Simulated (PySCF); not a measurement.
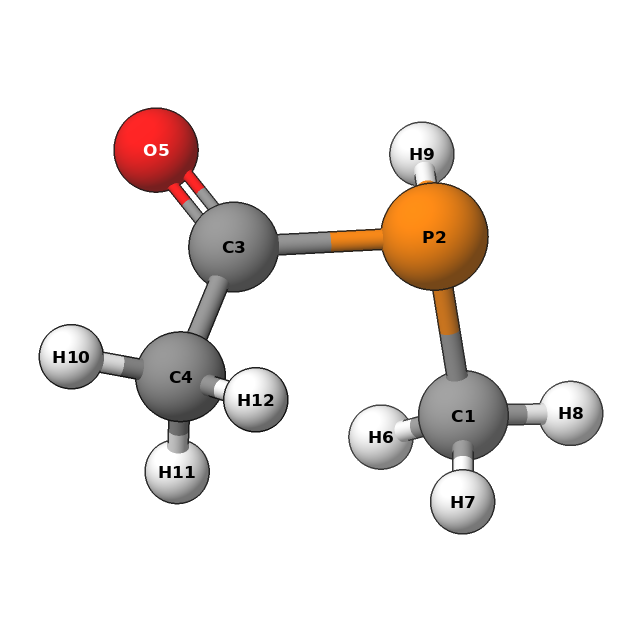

The geometry was computed by an optimisation with GFN2-xTB. No frequency run is at hand to confirm it as a minimum. Method: delta-SCF UKS SCAN, pcX-2 on the ionised atom, pcseg-1 elsewhere, spin-free X2C (PySCF 2.14.0).

Give the core-electron binding energies (to vacuum; p and d levels without spin–orbit splitting) of C1 1s, P2 1s, P2 2p, C3 1s, C4 1s, O5 1s.

```json
{"atom": "C1", "level": "1s", "binding energy (eV)": "290.9"}
{"atom": "P2", "level": "1s", "binding energy (eV)": "2149.9"}
{"atom": "P2", "level": "2p", "binding energy (eV)": "136.7"}
{"atom": "C3", "level": "1s", "binding energy (eV)": "293.0"}
{"atom": "C4", "level": "1s", "binding energy (eV)": "291.1"}
{"atom": "O5", "level": "1s", "binding energy (eV)": "537.5"}
```

The geometry is semi-empirical. Around P such bond lengths and angles can be off by a tenth of an ångström or more and by several degrees, and values that hang on the shape move with them.
